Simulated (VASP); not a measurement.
Band structure of ZnCl2 (space group P4_2/nmc). Method: PBEsol GGA, VASP's PBE PAW potentials (set 64) (plane waves; VASP 6.6.1).

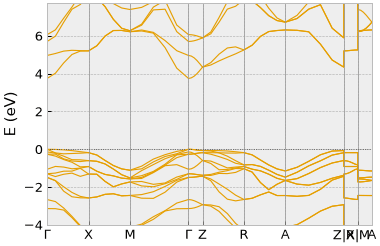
Fig. 1. Bands along high-symmetry lines, zero at the valence-band maximum or, without a gap, the Fermi level

Q: Read the plot: is there a gap, and where are the band edges?

A: The gap is direct, 3.75 eV, from the valence maximum at Γ to the conduction minimum at Γ.

The structure comes from a computed database's ZnCl2 entry (P4_2/nmc); how it stands against other phases isn't given here. The cell was not relaxed at this level.
